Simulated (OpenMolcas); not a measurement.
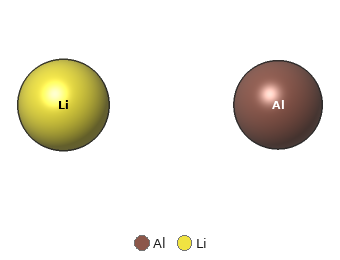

The molecule at the reference distance of 2.553 Å.

## Run report: AlLi⁻, relativistic diatomic calculation (part 1 of 2)

- system: AlLi⁻.
- method: SA-CASSCF(5,8)/XMS-CASPT2 + RASSI spin-orbit (X2C scalar, AMFI), ANO-RCC-VTZP (OpenMolcas)

The input:
```
&GATEWAY
Coord
2
angstrom
Al 0.0 0.0 0.0
Li 0.0 0.0 2.5530
Basis=ANO-RCC-VTZP
Group=XY
RX2C
AMFI
ANGMom
0.0 0.0 0.0
RICD
&SEWARD
&GUESSORB
&RASSCF
FileOrb=$CurrDir/o41.orb
Symmetry=1
Spin=4
nActEl=5 0 0
Inactive=4 2
RAS2=4 4
CIRoot=7 7 1
Linear
Iterations=120 100
OrbListing=Nothing
PRWF=0.15
>>COPY $Project.RasOrb $CurrDir/o41.orb
>>COPY $Project.rasscf.h5 $CurrDir/r41.h5
&CASPT2
XMultistate=all
Imaginary=0.2
IPEA=0.25
MaxIter=40
>>COPY $Project.JobMix JOB001
&RASSCF
FileOrb=$CurrDir/o42.orb
Symmetry=2
Spin=4
nActEl=5 0 0
Inactive=4 2
RAS2=4 4
CIRoot=8 8 1
Linear
Iterations=120 100
OrbListing=Nothing
PRWF=0.15
>>COPY $Project.RasOrb $CurrDir/o42.orb
>>COPY $Project.rasscf.h5 $CurrDir/r42.h5
&CASPT2
XMultistate=all
Imaginary=0.2
IPEA=0.25
MaxIter=40
>>COPY $Project.JobMix JOB002
&RASSCF
FileOrb=$CurrDir/o61.orb
Symmetry=1
Spin=6
nActEl=5 0 0
Inactive=4 2
RAS2=4 4
CIRoot=5 5 1
Linear
Iterations=120 100
OrbListing=Nothing
PRWF=0.15
>>COPY $Project.RasOrb $CurrDir/o61.orb
>>COPY $Project.rasscf.h5 $CurrDir/r61.h5
&CASPT2
XMultistate=all
Imaginary=0.2
IPEA=0.25
MaxIter=40
>>COPY $Project.JobMix JOB003
&RASSCF
CIOnly
FileOrb=$CurrDir/ref.orb
Symmetry=2
Spin=6
nActEl=5 0 0
Inactive=4 2
RAS2=4 4
CIRoot=2 2 1
Linear
Iterations=120 100
OrbListing=Nothing
PRWF=0.15
>>COPY $Project.RasOrb $CurrDir/o62.orb
>>COPY $Project.rasscf.h5 $CurrDir/r62.h5
&CASPT2
XMultistate=all
Imaginary=0.2
IPEA=0.25
MaxIter=40
>>COPY $Project.JobMix JOB004
&RASSI
Nr of JobIphs=4 7 8 5 2
1 2 3 4 5 6 7
1 2 3 4 5 6 7 8
1 2 3 4 5
1 2
SpinOrbit
EJob
Omega
MEES
MESO
Properties=4
'AngMom' 3 'Mltpl  1' 1 'Mltpl  1' 2 'Mltpl  1' 3
Thrs=1.0d-4
>>COPY $Project.rassi.h5 $CurrDir/so.h5
```

The first orbital files come from an earlier step.

Command:
```bash
pymolcas m.inp (one call a module block, same work directory)
```

Output (extracts):
```
++    Wave function specifications:
      Number of closed shell electrons          12
      Number of electrons in active shells       5
      Number of inactive orbitals                6
      Number of active orbitals                  8
      Number of secondary orbitals              50
      Spin quantum number                      1.5
      State symmetry                             1
++    Orbital specifications:
      Symmetry species                           1   2
                                                 a   b
      Frozen orbitals                            0   0
      Inactive orbitals                          4   2
      Active orbitals                            4   4
      RAS2 orbitals                              4   4
      Secondary orbitals                        26  24
      Number of basis functions                 34  30
      printout of CI-coefficients larger than  0.15 for root  1
      energy=    -249.789541
      conf/sym  1111 2222     Coeff  Weight
            29  02u0 uu00  -0.89474 0.80055
            31  02u0 0uu0  -0.17279 0.02986
            32  02u0 u00u   0.17279 0.02986
            65  020u uu00  -0.25744 0.06627
      printout of CI-coefficients larger than  0.15 for root  2
      energy=    -249.741779
      conf/sym  1111 2222     Coeff  Weight
            31  02u0 0uu0   0.34835 0.12135
            32  02u0 u00u  -0.34835 0.12135
            65  020u uu00  -0.82342 0.67801
      printout of CI-coefficients larger than  0.15 for root  3
      energy=    -249.726418
      conf/sym  1111 2222     Coeff  Weight
            30  02u0 u0u0  -0.62037 0.38486
            31  02u0 0uu0  -0.30861 0.09524
            32  02u0 u00u  -0.30861 0.09524
            33  02u0 0u0u   0.62037 0.38486
      printout of CI-coefficients larger than  0.15 for root  4
      energy=    -249.726418
      conf/sym  1111 2222     Coeff  Weight
            30  02u0 u0u0  -0.30861 0.09524
            31  02u0 0uu0   0.62037 0.38486
            32  02u0 u00u   0.62037 0.38486
            33  02u0 0u0u   0.30861 0.09524
      printout of CI-coefficients larger than  0.15 for root  5
      energy=    -249.723549
      conf/sym  1111 2222     Coeff  Weight
            30  02u0 u0u0   0.68853 0.47407
            33  02u0 0u0u   0.68853 0.47407
      printout of CI-coefficients larger than  0.15 for root  6
      energy=    -249.717171
      conf/sym  1111 2222     Coeff  Weight
            31  02u0 0uu0  -0.28972 0.08394
            32  02u0 u00u   0.28972 0.08394
            47  0u20 uu00  -0.65310 0.42653
            65  020u uu00  -0.16032 0.02570
            77  0udu uu00   0.17352 0.03011
           101  0uud uu00  -0.30465 0.09281
           113  0u02 uu00   0.29530 0.08720
           174  0uuu du00  -0.20041 0.04016
           175  0uuu ud00   0.15524 0.02410
      printout of CI-coefficients larger than  0.15 for root  7
      energy=    -249.683710
      conf/sym  1111 2222     Coeff  Weight
             2  u2uu 0000  -0.95562 0.91321
      Natural orbitals and occupation numbers for root  1
      sym 1:   0.007429   1.936181   0.959201   0.067857
      sym 2:   0.969865   0.969865   0.044801   0.044801
      Natural orbitals and occupation numbers for root  2
      sym 1:   0.009102   1.923720   0.268926   0.776534
      sym 2:   0.873973   0.873973   0.136886   0.136886
      Natural orbitals and occupation numbers for root  3
      sym 1:   0.004984   1.941172   0.995850   0.018331
      sym 2:   0.518731   0.518731   0.501100   0.501100
      Natural orbitals and occupation numbers for root  4
      sym 1:   0.004984   1.941172   0.995850   0.018331
      sym 2:   0.518731   0.518731   0.501100   0.501100
      Natural orbitals and occupation numbers for root  5
      sym 1:   0.015526   1.939094   0.995161   0.028286
      sym 2:   0.514932   0.514932   0.496034   0.496034
      Natural orbitals and occupation numbers for root  6
      sym 1:   0.005784   1.096692   1.456816   0.420667
      sym 2:   0.921801   0.921801   0.088220   0.088220
      Natural orbitals and occupation numbers for root  7
      sym 1:   0.960294   1.931808   0.958069   0.996203
      sym 2:   0.053383   0.053383   0.023430   0.023430
      RASSCF energy for state  7                   -249.68370962
::    RASSCF root number  1 Total energy:   -249.78954076
::    RASSCF root number  2 Total energy:   -249.74177863
::    RASSCF root number  3 Total energy:   -249.72641758
::    RASSCF root number  4 Total energy:   -249.72641758
::    RASSCF root number  5 Total energy:   -249.72354905
::    RASSCF root number  6 Total energy:   -249.71717124
::    RASSCF root number  7 Total energy:   -249.68370962
      Von Neumann Entropy (Root   1) =  2.00752
++    Wave function specifications:
      Number of closed shell electrons           6
      Number of electrons in active shells       5
      Number of inactive orbitals                3
      Number of active orbitals                  8
      Number of secondary orbitals              50
      Spin quantum number                      1.5
      State symmetry                             1
      Number of CSFs                           252
      Number of CASSCF root(s) available         7
      CASPT2 state passed to geometry opt.       7
      A file JOBMIX will be created
      This is a MULTI-STATE CASSCF reference
      Number of CI roots used                    7
      These are:                                 1   2   3   4   5   6   7
      Off-diagonal elements of Heff are computed
  FINAL CASPT2 RESULT:
      Reference energy:        -249.7895407586
      E2 (Non-variational):      -0.1594038240
      Shift correction:          -0.0023964349
      E2 (Variational):          -0.1618002590
      Total energy:            -249.9513410176
      Reference weight:           0.94879
  FINAL CASPT2 RESULT:
      Reference energy:        -249.7417786253
      E2 (Non-variational):      -0.1614917428
      Shift correction:          -0.0028658440
      E2 (Variational):          -0.1643575867
      Total energy:            -249.9061362120
      Reference weight:           0.94619
  FINAL CASPT2 RESULT:
      Reference energy:        -249.7264175802
      E2 (Non-variational):      -0.1583905547
      Shift correction:          -0.0024488616
      E2 (Variational):          -0.1608394163
      Total energy:            -249.8872569965
      Reference weight:           0.95057
  FINAL CASPT2 RESULT:
      Reference energy:        -249.7264175802
      E2 (Non-variational):      -0.1584031679
      Shift correction:          -0.0024508475
      E2 (Variational):          -0.1608540154
      Total energy:            -249.8872715956
      Reference weight:           0.95055
  FINAL CASPT2 RESULT:
      Reference energy:        -249.7235490473
      E2 (Non-variational):      -0.1582525690
      Shift correction:          -0.0023977398
      E2 (Variational):          -0.1606503088
      Total energy:            -249.8841993560
      Reference weight:           0.95071
  FINAL CASPT2 RESULT:
      Reference energy:        -249.7171712365
      E2 (Non-variational):      -0.1431108405
      Shift correction:          -0.0028486365
      E2 (Variational):          -0.1459594770
      Total energy:            -249.8631307135
      Reference weight:           0.95585
  FINAL CASPT2 RESULT:
      Reference energy:        -249.6837096171
      E2 (Non-variational):      -0.1549914032
      Shift correction:          -0.0026397957
      E2 (Variational):          -0.1576311989
      Total energy:            -249.8413408160
      Reference weight:           0.95125
       Total XMS-CASPT2 energies:
::    XMS-CASPT2 Root  1     Total energy:   -249.95073631
::    XMS-CASPT2 Root  2     Total energy:   -249.90734941
::    XMS-CASPT2 Root  3     Total energy:   -249.88728462
::    XMS-CASPT2 Root  4     Total energy:   -249.88724398
::    XMS-CASPT2 Root  5     Total energy:   -249.88445570
::    XMS-CASPT2 Root  6     Total energy:   -249.86252222
::    XMS-CASPT2 Root  7     Total energy:   -249.84108447
++    Wave function specifications:
      Number of closed shell electrons          12
      Number of electrons in active shells       5
      Number of inactive orbitals                6
      Number of active orbitals                  8
      Number of secondary orbitals              50
      Spin quantum number                      1.5
      State symmetry                             2
      printout of CI-coefficients larger than  0.15 for root  1
      energy=    -249.777937
      conf/sym  1111 2222     Coeff  Weight
            29  02uu u000  -0.91418 0.83572
            30  02uu 0u00  -0.31678 0.10035
      printout of CI-coefficients larger than  0.15 for root  2
      energy=    -249.777937
      conf/sym  1111 2222     Coeff  Weight
            29  02uu u000   0.31678 0.10035
            30  02uu 0u00  -0.91418 0.83572
      printout of CI-coefficients larger than  0.15 for root  3
      energy=    -249.707637
      conf/sym  1111 2222     Coeff  Weight
             5  u2u0 u000  -0.71282 0.50811
             6  u2u0 0u00  -0.44260 0.19590
            31  02uu 00u0  -0.39928 0.15943
            32  02uu 000u  -0.19400 0.03764
      printout of CI-coefficients larger than  0.15 for root  4
      energy=    -249.707637
      conf/sym  1111 2222     Coeff  Weight
             5  u2u0 u000   0.44260 0.19590
             6  u2u0 0u00  -0.71282 0.50811
            31  02uu 00u0   0.19400 0.03764
            32  02uu 000u  -0.39928 0.15943
      printout of CI-coefficients larger than  0.15 for root  5
      energy=    -249.698285
      conf/sym  1111 2222     Coeff  Weight
            69  0200 uuu0   0.88135 0.77678
            70  0200 uu0u  -0.26306 0.06920
           153  0uu0 2u00  -0.27677 0.07660
      printout of CI-coefficients larger than  0.15 for root  6
      energy=    -249.698285
      conf/sym  1111 2222     Coeff  Weight
            69  0200 uuu0  -0.26306 0.06920
            70  0200 uu0u  -0.88135 0.77678
           154  0uu0 u200   0.27677 0.07660
      printout of CI-coefficients larger than  0.15 for root  7
      energy=    -249.690368
      conf/sym  1111 2222     Coeff  Weight
             5  u2u0 u000   0.45359 0.20575
            31  02uu 00u0  -0.80893 0.65436
            41  0u2u u000   0.21015 0.04416
      printout of CI-coefficients larger than  0.15 for root  8
      energy=    -249.690368
      conf/sym  1111 2222     Coeff  Weight
             6  u2u0 0u00  -0.45359 0.20575
            32  02uu 000u   0.80893 0.65436
            42  0u2u 0u00  -0.21015 0.04416
      Natural orbitals and occupation numbers for root  1
      sym 1:   0.007097   1.940717   0.998976   0.992487
      sym 2:   0.993723   0.041569   0.019693   0.005737
      Natural orbitals and occupation numbers for root  2
      sym 1:   0.007097   1.940717   0.998976   0.992487
      sym 2:   0.041569   0.993723   0.005737   0.019693
      Natural orbitals and occupation numbers for root  3
      sym 1:   0.771716   1.910429   1.009454   0.233091
      sym 2:   0.798404   0.042662   0.221315   0.012929
      Natural orbitals and occupation numbers for root  4
      sym 1:   0.771716   1.910429   1.009454   0.233091
      sym 2:   0.042661   0.798403   0.012929   0.221316
      Natural orbitals and occupation numbers for root  5
      sym 1:   0.007421   1.838638   0.162260   0.029042
      sym 2:   1.053033   0.973255   0.905253   0.031099
      Natural orbitals and occupation numbers for root  6
      sym 1:   0.007421   1.838638   0.162260   0.029042
      sym 2:   0.973255   1.053033   0.031099   0.905253
      Natural orbitals and occupation numbers for root  7
      sym 1:   0.232078   1.873480   1.023718   0.762471
      sym 2:   0.314034   0.056788   0.715171   0.022259
      Natural orbitals and occupation numbers for root  8
      sym 1:   0.232079   1.873480   1.023718   0.762471
      sym 2:   0.056788   0.314034   0.022259   0.715171
      RASSCF energy for state  8                   -249.69036821
::    RASSCF root number  1 Total energy:   -249.77793681
::    RASSCF root number  2 Total energy:   -249.77793681
::    RASSCF root number  3 Total energy:   -249.70763697
::    RASSCF root number  4 Total energy:   -249.70763697
::    RASSCF root number  5 Total energy:   -249.69828511
::    RASSCF root number  6 Total energy:   -249.69828510
::    RASSCF root number  7 Total energy:   -249.69036822
::    RASSCF root number  8 Total energy:   -249.69036821
      Von Neumann Entropy (Root   1) =  1.78027
++    Wave function specifications:
      Number of closed shell electrons           6
      Number of electrons in active shells       5
      Number of inactive orbitals                3
      Number of active orbitals                  8
      Number of secondary orbitals              50
      Spin quantum number                      1.5
      State symmetry                             2
      Number of CSFs                           252
      Number of CASSCF root(s) available         8
      CASPT2 state passed to geometry opt.       8
      A file JOBMIX will be created
      This is a MULTI-STATE CASSCF reference
      Number of CI roots used                    8
      These are:                                 1   2   3   4   5   6   7   8
      Off-diagonal elements of Heff are computed
  FINAL CASPT2 RESULT:
      Reference energy:        -249.7779368097
      E2 (Non-variational):      -0.1608592660
      Shift correction:          -0.0026621685
      E2 (Variational):          -0.1635214345
      Total energy:            -249.9414582443
      Reference weight:           0.94712
  FINAL CASPT2 RESULT:
      Reference energy:        -249.7779368088
      E2 (Non-variational):      -0.1608593582
      Shift correction:          -0.0026621767
      E2 (Variational):          -0.1635215350
      Total energy:            -249.9414583438
      Reference weight:           0.94712
  FINAL CASPT2 RESULT:
      Reference energy:        -249.7076369717
      E2 (Non-variational):      -0.1596186245
      Shift correction:          -0.0030175131
      E2 (Variational):          -0.1626361375
      Total energy:            -249.8702731093
      Reference weight:           0.94553
  FINAL CASPT2 RESULT:
      Reference energy:        -249.7076369713
      E2 (Non-variational):      -0.1596184717
      Shift correction:          -0.0030174939
      E2 (Variational):          -0.1626359656
      Total energy:            -249.8702729369
      Reference weight:           0.94553
  FINAL CASPT2 RESULT:
      Reference energy:        -249.6982851118
      E2 (Non-variational):      -0.1598589888
      Shift correction:          -0.0035473229
      E2 (Variational):          -0.1634063117
      Total energy:            -249.8616914235
      Reference weight:           0.94391
  FINAL CASPT2 RESULT:
      Reference energy:        -249.6982851011
      E2 (Non-variational):      -0.1598589685
      Shift correction:          -0.0035473188
      E2 (Variational):          -0.1634062872
      Total energy:            -249.8616913884
      Reference weight:           0.94391
  FINAL CASPT2 RESULT:
      Reference energy:        -249.6903682169
      E2 (Non-variational):      -0.1551923874
      Shift correction:          -0.0028362458
      E2 (Variational):          -0.1580286333
      Total energy:            -249.8483968502
      Reference weight:           0.95110
  FINAL CASPT2 RESULT:
      Reference energy:        -249.6903682147
      E2 (Non-variational):      -0.1551923877
      Shift correction:          -0.0028362468
      E2 (Variational):          -0.1580286346
      Total energy:            -249.8483968493
      Reference weight:           0.95110
       Total XMS-CASPT2 energies:
::    XMS-CASPT2 Root  1     Total energy:   -249.94272527
::    XMS-CASPT2 Root  2     Total energy:   -249.94272517
::    XMS-CASPT2 Root  3     Total energy:   -249.86872599
:: SPIN-FREE ENERGIES:
  (Shifted by EMIN (a.u.) =       -249.9507363139)
 SF State       Relative EMIN(au)   Rel lowest level(eV)    D:o, cm**(-1)      Abs_M
     1             0.0000000000        0.0000000000              0.0000         0.0
     8             0.0080110425        0.2179915722           1758.2206         1.0
     9             0.0080111402        0.2179942299           1758.2420         1.0
     2             0.0433869026        1.1806177639           9522.3244         0.0
     3             0.0634516971        1.7266086378          13926.0378         2.0
     4             0.0634923385        1.7277145476          13934.9576         2.0
     5             0.0662806120        1.8035873333          14546.9129         0.0
    10             0.0820103220        2.2316145481          17999.1852         1.0
    11             0.0820104790        2.2316188206          17999.2196         1.0
     6             0.0882140944        2.4004277940          19360.7558         0.0
    12             0.0892377474        2.4282828135          19585.4217         1.0
    13             0.0892377790        2.4282836719          19585.4286         1.0
    14             0.1018664212        2.7719265315          22357.0952         1.0
    15             0.1018664341        2.7719268851          22357.0981         1.0
    16             0.1041911720        2.8351862240          22867.3191         0.0
     7             0.1096518453        2.9837787147          24065.7983         0.0
    21             0.1571289566        4.2756967286          34485.8198         1.0
    22             0.1571289573        4.2756967480          34485.8200         1.0
    17             0.1832554152        4.9866338860          40219.9147         0.0
    18             0.2159418128        5.8760760758          47393.7498         2.0
    19             0.2159418906        5.8760781931          47393.7668         2.0
    20             0.2206409663        6.0039465558          48425.0947         0.0
```

(Continued in part 2.) Outcome of the run: converged; whether the anion is bound against detachment isn't tested.
